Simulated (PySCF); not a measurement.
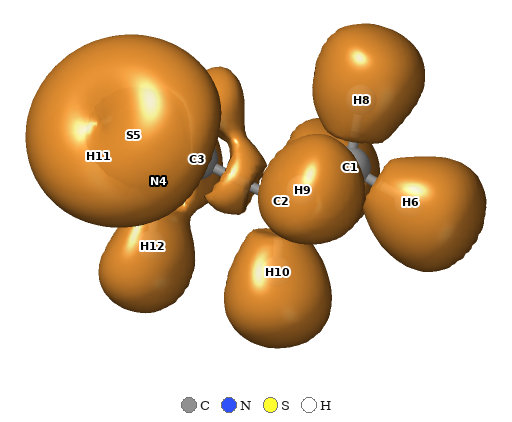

*C₃H₇NS (SMILES CC[C](N)[S-]) (charge −1, doublet). Isosurface of the electron localisation function at 0.75 (orange), seen from one side. Core shells and regions of very low density are left out.*

Geometry: GFN2-xTB.

Level of theory: PySCF, UKS B3LYP, pcH-1 on C H N S, non-relativistic, mean-field spin-orbit, GIAO.

```yaml
atoms:
  - { symbol: C, position_ang: [1.5539, -0.0707, -0.0906] }
  - { symbol: C, position_ang: [0.2868, 0.6113, 0.4373] }
  - { symbol: C, position_ang: [-0.9092, 0.3005, -0.4094] }
  - { symbol: N, position_ang: [-1.3182, -1.0757, -0.3325] }
  - { symbol: S, position_ang: [-2.0784, 1.5247, -0.7018] }
  - { symbol: H, position_ang: [2.4025, 0.0969, 0.5775] }
  - { symbol: H, position_ang: [1.3803, -1.1412, -0.1798] }
  - { symbol: H, position_ang: [1.8028, 0.3171, -1.0767] }
  - { symbol: H, position_ang: [0.4326, 1.6943, 0.4568] }
  - { symbol: H, position_ang: [0.1363, 0.2760, 1.4856] }
  - { symbol: H, position_ang: [-2.1990, -1.1651, -0.8323] }
  - { symbol: H, position_ang: [-1.4893, -1.3687, 0.6398] }
```

Describe the localisation domains.

At this value the surface marks out one region between bonded C–C atoms (shared pairs), five regions around hydrogen nuclei, one region on C in which the atom's valence shell and bonds are merged, one ring or bowl of non-bonding electrons around S and one joined region spread over several atoms (H, N), in which their bonds and any lone pairs are merged. Along the contacts the grid gives the following. C–N (1.44 Å): the ELF peaks at about 0.90 between the atoms (a covalent bond). C–C (1.50 Å): the ELF peaks at about 0.95 between the atoms: a covalent bond.
